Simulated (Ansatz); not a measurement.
Sn5Ge12: several calculations on one system

**1. Relaxation**

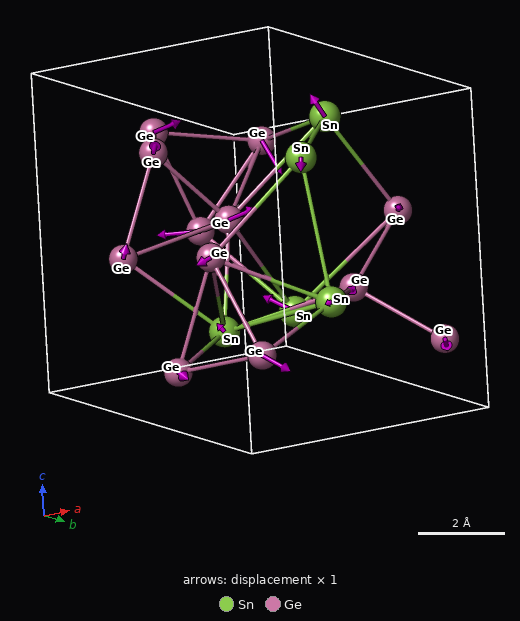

This is a relaxation of an amorphous cell of composition Sn$_{5}$Ge$_{12}$ (coarse preliminary run). The starting structure is drawn; purple arrows show the displacements (the part carried along by the change of the cell is left out), at their true length.

Style: ball-and-stick. Shown: the cell of the calculation, from a free direction.

Case: the last frame of the dynamics.

All numbers below come from DFT PBE, scalar-relativistic, plane waves, PAW (Ansatz 0.2.0).

Input
```yaml
crystal:
  lattice:
    - [7.081566, -0.073508, 0.030664]
    - [-0.073508, 7.715024, -0.346972]
    - [0.030664, -0.346972, 7.536843]
  atoms:
    - { symbol: Sn, position: [0.3166064757, 0.8751089086, 0.3757801414] }
    - { symbol: Sn, position: [0.8621979734, 0.4053826969, 0.2359924598] }
    - { symbol: Sn, position: [0.6410250582, 0.6912708187, 0.9040784535] }
    - { symbol: Sn, position: [0.3654840172, 0.4584535577, 0.225040086] }
    - { symbol: Sn, position: [0.8221332815, 0.3418593709, 0.6821980782] }
    - { symbol: Ge, position: [0.4341311818, 0.1321311328, 0.0250674703] }
    - { symbol: Ge, position: [0.244233889, 0.8454452411, 0.915657155] }
    - { symbol: Ge, position: [0.6856157048, 0.978139966, 0.6590164641] }
    - { symbol: Ge, position: [0.1661037797, 0.2100667381, 0.4341035845] }
    - { symbol: Ge, position: [0.6989062806, 0.7181026511, 0.3655839493] }
    - { symbol: Ge, position: [0.2657841529, 0.2708302817, 0.7638638769] }
    - { symbol: Ge, position: [0.6000933583, 0.1274004947, 0.3595176251] }
    - { symbol: Ge, position: [0.0363408755, 0.5548866901, 0.9159626038] }
    - { symbol: Ge, position: [0.9752001848, 0.8289437963, 0.1856181719] }
    - { symbol: Ge, position: [0.0369348063, 0.7613282706, 0.6460206435] }
    - { symbol: Ge, position: [0.8117853055, 0.1036668421, 0.0181071299] }
    - { symbol: Ge, position: [0.3488982388, 0.5306965647, 0.5921307921] }
  symmetry: { detect: false }
basis:
  ecutwfc: 420
kpoints:
  mp_grid: { grid: [2, 2, 2], shift: [0.5, 0.5, 0.5] }
hamiltonian:
  xc: pbe
scf:
  occupations: { method: gaussian, width: 0.1 }
  lower_state_search: "off"
output:
  forces: true
  stress: true
  eigenvalues: true
relax:
  adjacent_minimum: "off"
  f_tol: 0.04
  max_steps: 70
  cell: { stress_tol: 0.3 }
```

Run as
```bash
ansatz run input.yaml --threads 2 --pin off --max-ram 5120MiB --backend cpu --events-out ev --progress --plain --runs-dir out
```

What happened in the run?

Ge15 moves most relative to the cell: 1.08 Å along [−3 −1 0]. Largest moves by element: Ge 1.08 Å, Sn 0.90 Å. The volume changes by −3.6 %, with a 7.082 → 6.575 Å (−7.2 %), b 7.723 → 7.826 Å (+1.3 %), c 7.545 → 7.734 Å (+2.5 %), β 89.5° → 89.8°, γ 91.2° → 90.0°. Some distances before and after: Ge15–Ge17 5.161 → 3.044 Å, Sn1–Ge7 4.127 → 2.946 Å, Ge11–Ge16 3.982 → 2.868 Å, Ge15–Ge17 (another image) 2.869 → 3.961 Å. Among the angles between lasting bonds that change: Ge7–Sn3–Ge13 176.1° → 132.9°, Ge6–Ge7–Ge13 161.8° → 120.0°, Sn1–Ge15–Ge13 136.9° → 103.1°. The energy falls by 2.003 eV per cell of the calculation in 14 accepted moves (15 points after the start). Largest force component: 0.76 eV/Å at the start, 0.022 eV/Å at the end. The pressure goes from 0.05 to −0.02 GPa. At 1 point the geometry stayed and the basis and grid were re-selected for the new cell (energy shift of 2.2 meV per cell of the calculation at most each time).

Limits of the set-up: the periodic images lie only 7.1 Å apart, so the values are limited by the cell's size.

**2. Dynamics**

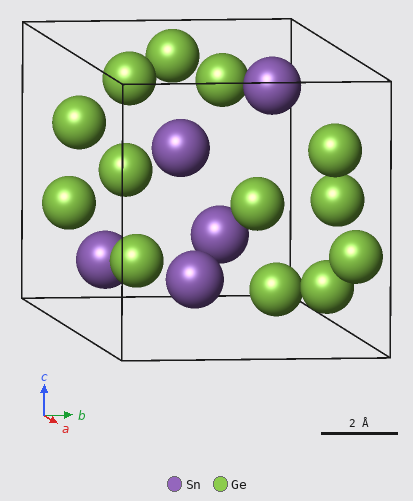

Starting frame of a dynamics run of an amorphous cell of composition Sn₅Ge₁₂ (17 atoms in the cell). A spheres-only model of the simulation cell, seen slightly off an axis.

Computed with Ansatz 0.2.0, DFT PBE, scalar-relativistic, plane waves, PAW.

Input file:
```yaml
crystal:
  lattice:
    - [7.081566, -0.073508, 0.030664]
    - [-0.073508, 7.715024, -0.346972]
    - [0.030664, -0.346972, 7.536843]
  atoms:
    - { symbol: Sn, position: [0.2244037555, 0.6531110268, 0.274213474] }
    - { symbol: Sn, position: [0.092376401, 0.2754063826, 0.157246606] }
    - { symbol: Sn, position: [0.5320237959, 0.7312461828, 0.8817002599] }
    - { symbol: Sn, position: [0.6042972973, 0.4186647189, 0.2002883555] }
    - { symbol: Sn, position: [0.5978877193, 0.3670482831, 0.6751654885] }
    - { symbol: Ge, position: [0.3446120477, 0.4297436418, 0.9504816021] }
    - { symbol: Ge, position: [0.2779455945, 0.1077343602, 0.6977220873] }
    - { symbol: Ge, position: [0.4759346052, 0.9970064626, 0.453200826] }
    - { symbol: Ge, position: [0.4410498083, 0.9727959098, 0.1304318611] }
    - { symbol: Ge, position: [0.6705520599, 0.6262110184, 0.4867734251] }
    - { symbol: Ge, position: [0.1662699225, 0.3229792571, 0.4986069172] }
    - { symbol: Ge, position: [0.7645734008, 0.1419504882, 0.3073136866] }
    - { symbol: Ge, position: [0.8773886506, 0.8376045017, 0.7247484104] }
    - { symbol: Ge, position: [0.0930575222, 0.9132957917, 0.0429519536] }
    - { symbol: Ge, position: [0.9636307134, 0.8843557721, 0.358485297] }
    - { symbol: Ge, position: [0.7464042785, 0.1193810748, 0.9632345478] }
    - { symbol: Ge, position: [0.1748672122, 0.6793774806, 0.8219677736] }
  symmetry: { detect: false }
basis:
  ecutwfc: 320
  xc_grid: 1
kpoints:
  mp_grid: { grid: [1, 1, 1], shift: [0.25, 0.25, 0.25] }
hamiltonian:
  xc: pbe
scf:
  occupations: { method: fermi_dirac, width: 0.2585 }
  lower_state_search: "off"
  convergence: { dr2_threshold: 1.0e-05 }
output:
  forces: true
  stress: true
md:
  timestep: 3.0
  n_steps: 24
  ensemble: nvt_langevin
  friction: 0.03
  temperature: 3000.0
  initial_velocities: maxwell_boltzmann
  seed: 82255
```

Command:
```bash
ansatz run input.yaml --threads 2 --pin off --max-ram 5120MiB --backend cpu --events-out ev --progress --plain --runs-dir out
```

Question: What does the trajectory do?

Answer: Over the second half the temperature averages 2606 K (spread ±387 K). The potential energy in the second half lies on average 25.4 meV per atom above the first frame. The mean pressure there is 8.3 GPa. Root-mean-square distances from the starting positions over the second half, with the common drift of all atoms taken out: Ge 0.40 Å, Sn 0.33 Å. The run lasts only 72 fs, too short to tell vibration from diffusion.

Along the run:

```tsv
time (fs)	potential energy (meV/atom)	T (K)	p (GPa)
0.0	0.0	2824	8.6
6.0	-7.5	3294	8.6
12.0	-3.4	3610	8.6
18.0	16.4	2993	8.5
24.0	29.1	2517	8.3
30.0	32.4	2948	8.5
36.0	34.1	3352	8.8
42.0	32.5	2926	8.5
48.0	37.9	2594	8.4
54.0	35.2	2101	8.1
60.0	22.1	2256	8.0
66.0	6.3	2572	7.9
72.0	9.1	2528	8.1
```

The paths of the atoms:

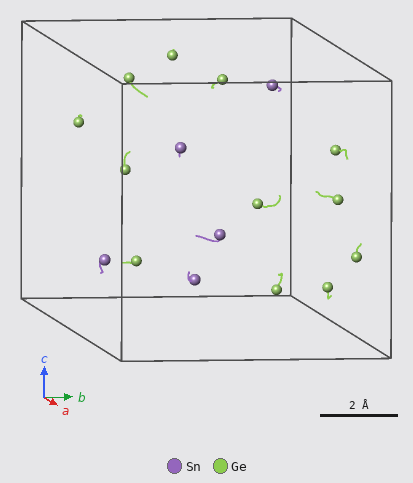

Limits of the set-up: the cutoff lies below the recommended one; the periodic images lie only 7.1 Å apart, so the values are limited by the cell's size.

Cost: 67 s on 2 threads of Arm Neoverse V2, with other jobs on the host, peak memory 0.54 GiB.

**3. Dynamics**

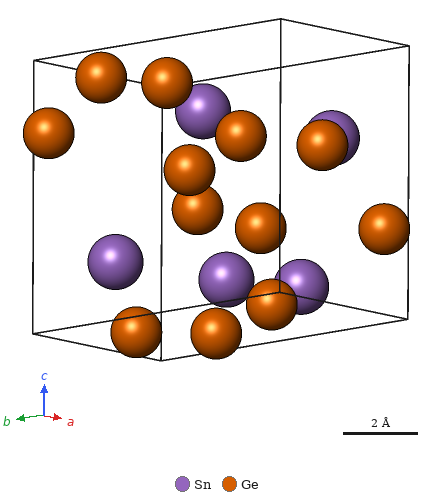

Starting frame of a dynamics run of an amorphous cell of composition Sn$_{5}$Ge$_{12}$ (17 atoms in the cell). It starts from the last geometry of an earlier run, with fresh velocities. Style: spheres-only. Shown: the simulation cell, from a free direction.

Theory: DFT PBE, scalar-relativistic, plane waves, PAW (Ansatz 0.2.0).

The input:
```yaml
crystal:
  lattice:
    - [7.081566, -0.073508, 0.030664]
    - [-0.073508, 7.715024, -0.346972]
    - [0.030664, -0.346972, 7.536843]
  atoms:
    - { symbol: Sn, position: [0.2722307319, 0.805479698, 0.2570482365] }
    - { symbol: Sn, position: [0.9016386632, 0.3803235364, 0.1638711995] }
    - { symbol: Sn, position: [0.6569521618, 0.6535071652, 0.8231339531] }
    - { symbol: Sn, position: [0.54604516, 0.4980456098, 0.1726978944] }
    - { symbol: Sn, position: [0.8476358333, 0.230181597, 0.6792291559] }
    - { symbol: Ge, position: [0.366147142, 0.2203175477, 0.0218553093] }
    - { symbol: Ge, position: [0.3285278664, 0.8961954508, 0.9505032629] }
    - { symbol: Ge, position: [0.5003928955, 0.0876114336, 0.5977086629] }
    - { symbol: Ge, position: [0.1768916137, 0.1677057369, 0.2743941078] }
    - { symbol: Ge, position: [0.724380479, 0.7089960305, 0.4798278883] }
    - { symbol: Ge, position: [0.1870772221, 0.2553034747, 0.6258205212] }
    - { symbol: Ge, position: [0.8802239819, 0.033151082, 0.3198612208] }
    - { symbol: Ge, position: [0.1610377107, 0.5418343794, 0.8605303334] }
    - { symbol: Ge, position: [0.9756503273, 0.7622426935, 0.0581410887] }
    - { symbol: Ge, position: [0.0387225141, 0.9570417333, 0.7278815942] }
    - { symbol: Ge, position: [0.6873126954, 0.9359466014, 0.0608695377] }
    - { symbol: Ge, position: [0.3745073625, 0.5604225507, 0.5658867439] }
  symmetry: { detect: false }
basis:
  ecutwfc: 420
  xc_grid: 1
kpoints:
  mp_grid: { grid: [1, 1, 1], shift: [0.25, 0.25, 0.25] }
hamiltonian:
  xc: pbe
scf:
  occupations: { method: fermi_dirac, width: 0.1861 }
  lower_state_search: "off"
  convergence: { dr2_threshold: 1.0e-05 }
output:
  forces: true
  stress: true
md:
  timestep: 3.0
  n_steps: 86
  ensemble: nvt_langevin
  friction: 0.005
  temperature: 2160.0
  initial_velocities: maxwell_boltzmann
  seed: 82257
```

Launched with:
```bash
ansatz run input.yaml --threads 2 --pin off --max-ram 5120MiB --backend cpu --events-out ev --progress --plain --runs-dir out
```

Predict how the run goes.

Answer. The mean temperature in the second half is 2137 K (standard deviation 266 K). The potential energy in the second half lies on average 105 meV per atom below the first frame. The mean pressure there is 5.0 GPa. In the second half of the run the atoms are, in the root-mean-square, this far from where they began (common drift taken out): Ge 1.10 Å, Sn 0.75 Å. Against the typical shortest distance between atoms in the first frame, about 2.5 Å these are large excursions, but over 258 fs one can't yet tell strong vibration from the start of diffusion. 2 of the 17 free atoms end more than three quarters of that spacing from the start.

Along the run (each row but the first and the last is the mean over the interval that it begins):

| time (fs) | potential energy (meV/atom) | T (K) | p (GPa) |
| --- | --- | --- | --- |
| 0.0 | 0.0 | 2033 | 7.2 |
| 24.0 | -78.1 | 2660 | 5.9 |
| 48.0 | -153.4 | 2956 | 4.6 |
| 72.0 | -104.0 | 2491 | 5.7 |
| 96.0 | -83.5 | 2125 | 6.1 |
| 120.0 | -104.8 | 1905 | 5.3 |
| 144.0 | -111.9 | 2258 | 5.1 |
| 168.0 | -101.1 | 2512 | 5.3 |
| 192.0 | -85.3 | 2107 | 5.2 |
| 216.0 | -107.3 | 1995 | 4.7 |
| 240.0 | -125.1 | 1982 | 4.5 |

The paths of the atoms:

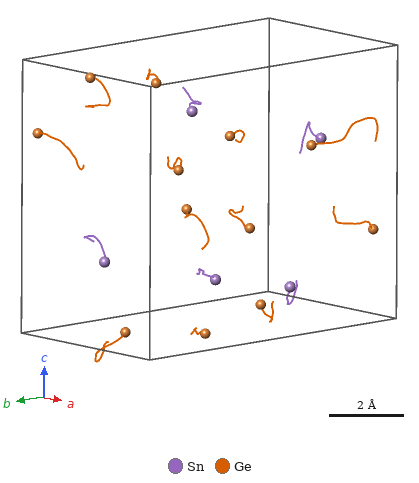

Limits of the set-up: the periodic images lie only 7.1 Å apart, so the values are limited by the cell's size.

Cost: 4.3 min on 2 threads of Arm Neoverse V2 (shared host), peak memory 0.66 GiB.
